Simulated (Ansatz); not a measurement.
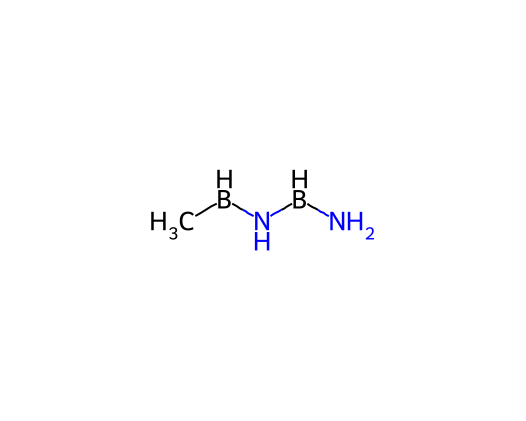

2D structure.

Write the SMILES.

CBNBN

What is the molecular formula?

CH8B2N2.

An optimisation with PBE0-D4/def2-TZVP gave a structure of which point group?

Cs. Other conformers may differ.

The parts below concern this one geometry. Atoms keep their numbers from picture to picture. The geometry was computed by an optimisation with PBE0-D4/def2-TZVP.

**Dipole moment**

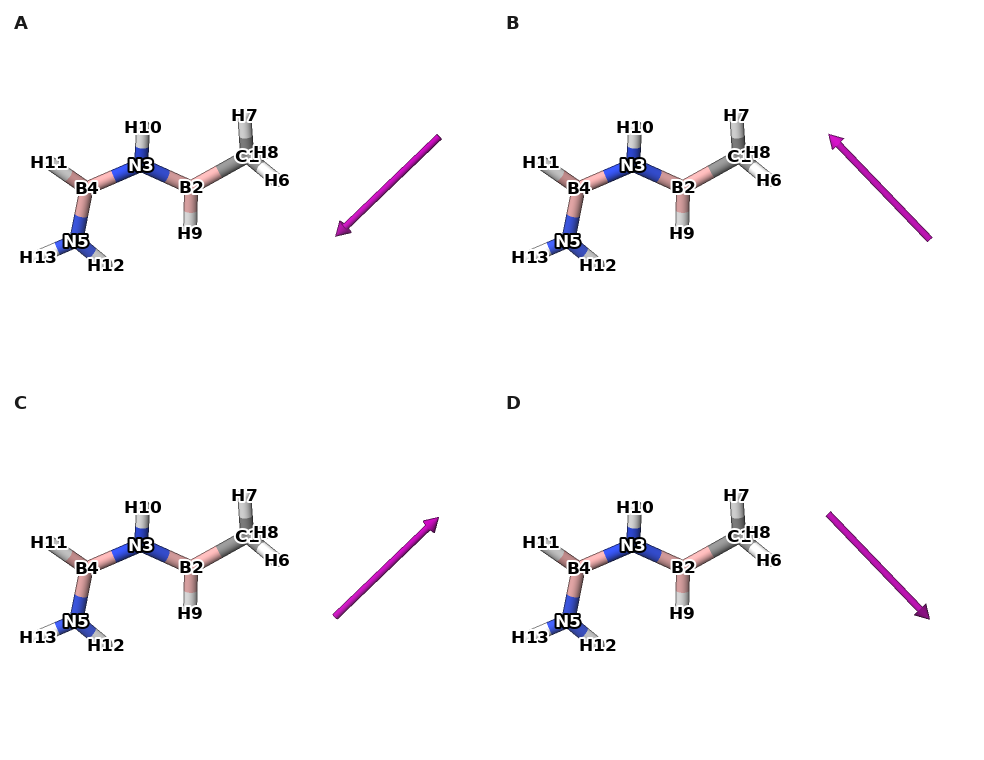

The same molecule four times, each with an arrow. Method: RKS B3LYP-D4/def2-TZVPP (Ansatz 0.2.0).

Which arrow points along the dipole moment, from the negative to the positive end?

A. The dipole moment is 0.51 D; it points from the side of H7 to the side of H13 (the outermost atoms at the two ends).

**Vibrations**

Harmonic vibrations computed with RKS PBE0-D4/def2-TZVP (Ansatz 0.2.0) at a stationary point of the same level.

List the wavenumbers.

33 modes: 116, 131, 183, 185, 340, 487, 531, 618, 646, 764, 825, 905, 935, 968, 980, 1033, 1136, 1172, 1275, 1328, 1427, 1451, 1453, 1498, 1631, 2556, 2604, 3031, 3094, 3114, 3602, 3632, 3740 cm⁻¹.

**Charges**

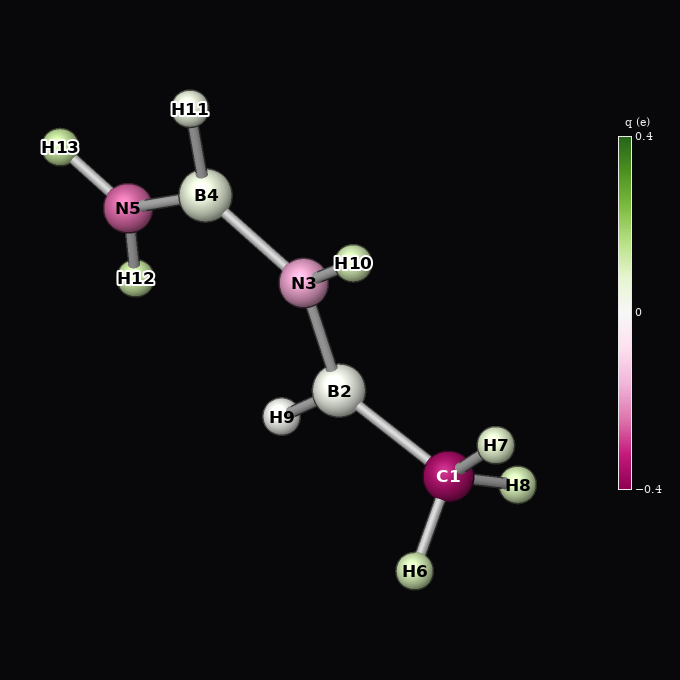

Atoms are coloured by their Mulliken charges. Level of theory: RKS ωB97M-V/def2-TZVPP (Ansatz 0.2.0).

Which atom carries the highest charge (most positive or least negative)?

H12, H13 (0.13 e).

And the lowest?

C1 (−0.35 e).

List the Mulliken charges.

| atom | value (e) |
| --- | --- |
| C1 | −0.35 |
| B2 | 0.02 |
| N3 | −0.18 |
| B4 | 0.05 |
| N5 | −0.25 |
| H6 | 0.11 |
| H7 | 0.08 |
| H8 | 0.11 |
| H9 | 0.01 |
| H10 | 0.11 |
| H11 | 0.05 |
| H12 | 0.13 |
| H13 | 0.13 |

Mulliken values depend strongly on the basis set and can even reverse the polarity of a bond.
